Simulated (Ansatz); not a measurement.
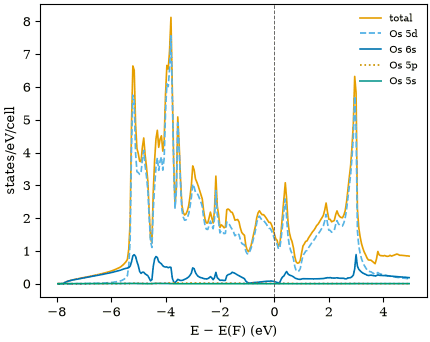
Figure. Total and projected density of states of Os (diamond, Fd-3m), PBEsol in the plane-wave PAW code Ansatz

Problem. Which orbitals carry the states next to the Fermi level?

Solution. Within 0.5 eV of the Fermi level: Os 5d 88 %, Os 6s 6 %. Projections are on Löwdin-orthogonalised atomic valence shells; empty p or d shells of many metals are not among them.

Problem. Where is the tallest occupied peak in this window, and what makes it?

Solution. Near -3.8 eV, about 8.1 states/eV per cell; the largest projected share is Os 5d.

The start of the workflow was typed in or built on a structure type; neither database checked (COD, Materials Project) lists it. It is not the phase usual at ambient conditions (space group No. 194). Symmetry was held in the PBEsol relaxation; of distortions, only those at the zone centre were tested. No spin polarisation was allowed. Spin–orbit coupling is left out wherever it is not named.

Potentials: the later of the program's two PAW sets.
